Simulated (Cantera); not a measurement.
Feed: 1 mol C3H8, 1.3 mol CO2, 0.58 mol O2, held at 48.0 Pa.

Method: chemical equilibrium by Gibbs-energy minimisation in Cantera with the NASA 1993 tables (ideal gas, pure condensed phases). Candidate condensed phases: C, C6H6, C7H8, C8H18, H2O; 110 gas species. Equilibrium is a limit: real reactors are often held back by kinetics, nucleation or transport.

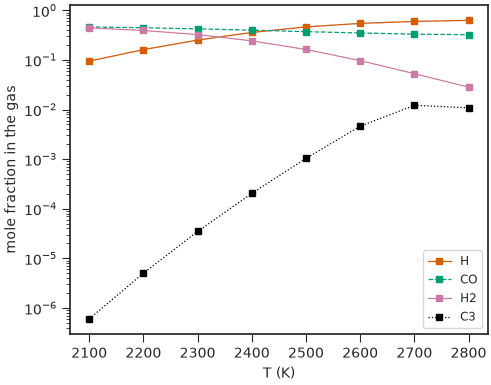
Fig. 1. Equilibrium gas composition (values under 1e-9 drawn at 1e-9)

Question: Read off the mole fractions at 2300 K.

Answer: CO about 0.42, H2 about 0.32, H about 0.25, C3 about 3.5e-5.
